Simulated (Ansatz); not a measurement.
The starting structures come from a database of crystals and need not be the phases stable at ambient conditions.

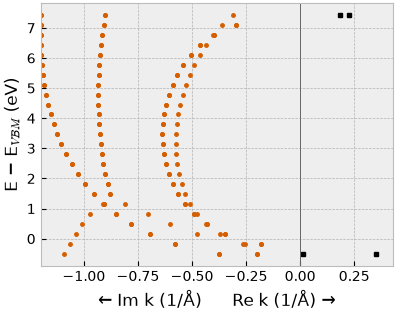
Figure. Complex bands at the centre of the two-dimensional zone; r2SCAN (Ansatz, a program for electronic structure)

The gap is the functional's own, uncorrected, and κ follows it; spin-orbit coupling is left out. Mid-gap values are interpolated between the computed energies.

Task: This is B$_{2}$O$_{3}$ (P3_121, not sure to be the ambient phase, 15 atoms a cell, 9.0 Å³ an atom) along the normal of (001). Read off the slowest decay at the centre of the two-dimensional zone at 3.79 eV, the computed energy nearest the middle of the gap.

Result: κ ≈ 0.57 1/Å, a decay length 1/(2κ) of the density of 0.88 Å.
